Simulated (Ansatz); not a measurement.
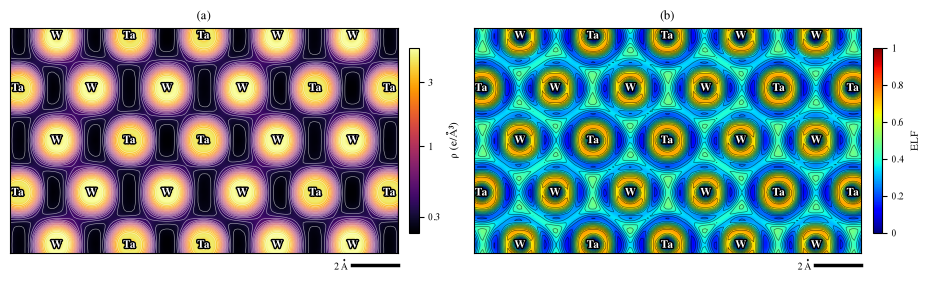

*Ta2W3. (a) valence pseudo-density; (b) electron localisation function on the (110) plane of the conventional cell.*

Space group I4/mmm; a structure generated by program, which may or may not match a known phase; computed pressure about −13 GPa in this cell.

All numbers below come from DFT LDA, scalar-relativistic, plane waves, PAW (Ansatz 0.2.0).

The density is the valence pseudo-density of a PAW calculation; it isn't the true density close to the nuclei.

### Interpret the plot.

- The plane passes through Ta and W nuclei.
- W–W (2.74 Å): ρ at the midpoint is about 0.42 e/Å³; the ELF is about 0.40 at the midpoint.
- Ta–W (2.79 Å): ρ is about 0.36 e/Å³ halfway; the ELF is about 0.35 at the midpoint.
- Between the atoms the lowest density in this plane is 0.23 e/Å³.
- The features right at Ta and W lie inside the PAW spheres, where the map follows smoothed inner orbitals and isn't to be read closely.

### Which way does charge flow, and how much by Bader's partition?

Electrons move from Ta towards W. Bader charges: Ta +0.58 and W −0.58 to −0.29 e.
